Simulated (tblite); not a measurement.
Run report: C2H13NSi4, frequency calculation

- system: C2H13NSi4
- method: GFN2-xTB harmonic vibrations, gas phase (tblite 0.8.0)

It belongs to a series of runs on one base structure; here: H on Si replaced by NHCH3.

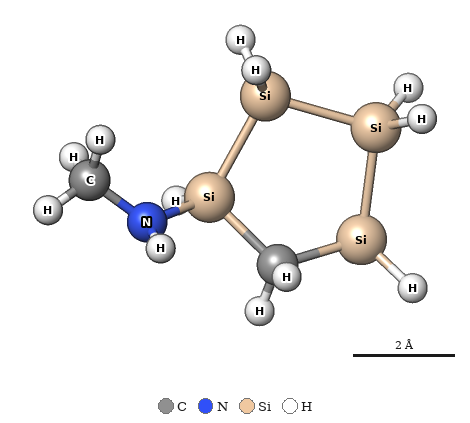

The structure (ball-and-stick view, seen at a tilt). Bond lengths as drawn: C–H 1.09 to 1.10 Å, C–N 1.44 Å, C–Si 1.91 Å, H–N 1.01 Å, H–Si 1.47 to 1.48 Å, N–Si 1.73 Å and Si–Si 2.32 to 2.33 Å.

## Input file
```
{"job": {"kind": "ir", "xc": "GFN2-xTB", "basis": "xTB"}, "charge": 0, "multiplicity": 1}
C      3.159130     0.468253    -0.762082
N      2.088157    -0.485940    -0.623449
Si     0.725039    -0.157951     0.384467
C     -0.476051    -1.622686     0.135084
Si    -2.241504    -1.317987     0.794997
Si    -2.707046     0.891473     0.240970
Si    -0.553161     1.750048    -0.029596
H      3.350217     0.917584     0.209810
H      2.919546     1.273377    -1.466825
H      4.069263    -0.029431    -1.100877
H      1.937369    -0.999006    -1.478982
H      1.284737    -0.208834     1.748728
H     -0.549272    -1.837901    -0.932558
H     -0.062441    -2.521226     0.588126
H     -2.221642    -1.551631     2.246965
H     -3.118857    -2.361396     0.242718
H     -3.544424     1.017141    -0.962292
H     -3.506536     1.574348     1.267567
H     -0.237403     2.880017     0.858467
H     -0.320270     2.332426    -1.364274
```

The first line tells a small driver script what to run in tblite; the rest is the geometry in Å.

Run on 1 CPU thread, shared host.

Run as:
```bash
OMP_NUM_THREADS=1 python <driver script> task.json out
```

## Log
```
mode    cm-1     km/mol
  1      37.2      0.22
  2      63.4      0.35
  3      84.4      0.54
  4     100.6      2.24
  5     153.3      2.79
  6     178.7      0.43
  7     188.6      9.29
  8     223.9      3.20
  9     299.5     22.14
 10     312.3     21.30
 11     340.5      8.57
 12     394.6     13.70
 13     405.6      7.17
 14     419.4     18.69
 15     446.1     27.03
 16     478.6     51.69
 17     491.5    135.27
 18     516.0      8.46
 19     525.2    145.71
 20     546.8     11.83
 21     592.5     70.61
 22     610.4    229.07
 23     640.4    257.80
 24     680.1     48.40
 25     689.8     81.95
 26     732.8    560.81
 27     788.6     95.85
 28     809.2    160.50
 29     814.8    108.37
 30     831.2    325.46
 31     853.3    133.56
 32    1010.8      0.76
 33    1061.5     37.27
 34    1110.7      3.68
 35    1126.6     61.08
 36    1154.0     81.17
 37    1358.9     64.82
 38    1424.6      1.38
 39    1471.0      0.37
 40    1496.1      5.28
 41    1503.5      2.93
 42    2120.6     45.19
 43    2134.7    310.96
 44    2151.0    114.56
 45    2161.3     63.83
 46    2172.0    409.52
 47    2180.8    848.04
 48    2185.8    445.63
 49    2895.9     63.44
 50    2953.8     42.64
 51    2978.3     65.75
 52    2994.8     27.69
 53    3028.8     27.33
 54    3442.0      7.93
```

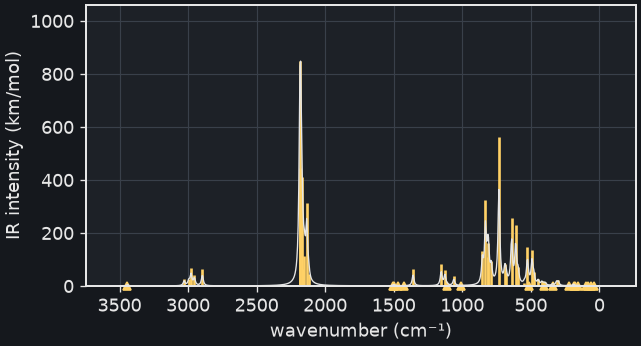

Harmonic infrared spectrum, unscaled: sticks (degenerate modes added up, dark ones marked on the axis) with a Lorentzian envelope of 16 cm⁻¹ full width, scaled to the tallest stick. 54 modes from 37 to 3442 cm⁻¹, none imaginary. The strongest line is at 2181 cm⁻¹ (848 km/mol).

## Key numbers

```json
{"quantity": "outcome", "value": "converged"}
{"quantity": "total energy", "value": "−563.6023 eV"}
{"quantity": "zero-point energy", "value": "86.2990 kcal/mol"}
{"quantity": "wall time", "value": "1.1 s"}
{"quantity": "peak memory", "value": "0.18 GiB"}
```
